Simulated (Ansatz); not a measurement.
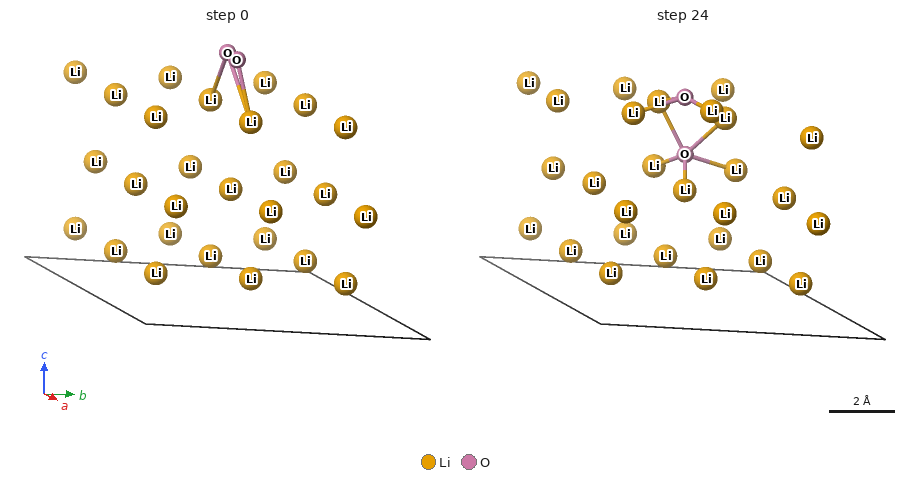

The structure of a slab of composition Li$_{27}$O$_{2}$ before (left) and after (right) a constrained relaxation, at one scale.

Style: ball-and-stick. Shown: the cell of the calculation, outlined in the plane, without the vacuum (origin shifted), slightly off an axis.

It is O2 on Li(110), set down by a guess. The run prepares the start of a later molecular dynamics calculation, from a guessed geometry. 9 atoms are held fixed.

The calculation used DFT PBE, scalar-relativistic, plane waves, PAW in Ansatz. Settings: plane-wave cutoff 420 eV; k-point mesh 2 × 2 × 1; occupations fermi dirac; smearing width 0.15 eV; collinear spin; atoms relaxed in a fixed cell; force threshold 0.08 eV/Å; at most 25 steps.

Q: What changed between the two?

A: The relaxation stopped without meeting its thresholds, so the last structure isn't shown to be converged. It used up its limit of 25 steps. The largest move is that of an O atom, 3.84 Å at 23° to the normal (−c side). Largest moves by element: O 3.84 Å, Li 1.18 Å. The lattice vectors keep their values. Some distances before and after: Li–O 5.431 → 1.752 Å, Li–O 5.216 → 1.792 Å, Li–O 4.291 → 1.815 Å, Li–O 3.468 → 1.746 Å. New bonds form, among them: Li–O (3.10 → 2.11 Å), Li–O (3.15 → 1.74 Å), Li–O (3.45 → 2.09 Å), Li–O (3.47 → 1.75 Å). Bonds break, among them: O–O (1.32 → 2.93 Å). After 24 geometry steps the energy has fallen by 7.354 eV per cell of the calculation. The largest force component goes from 1.8 to 0.58 eV/Å. The program noted that the starting moments weren't kept. Cost: 12 min on 2 threads of Intel(R) Xeon(R) Platinum 8488C (Sapphire Rapids), with other jobs on the host, peak memory 2.3 GiB.
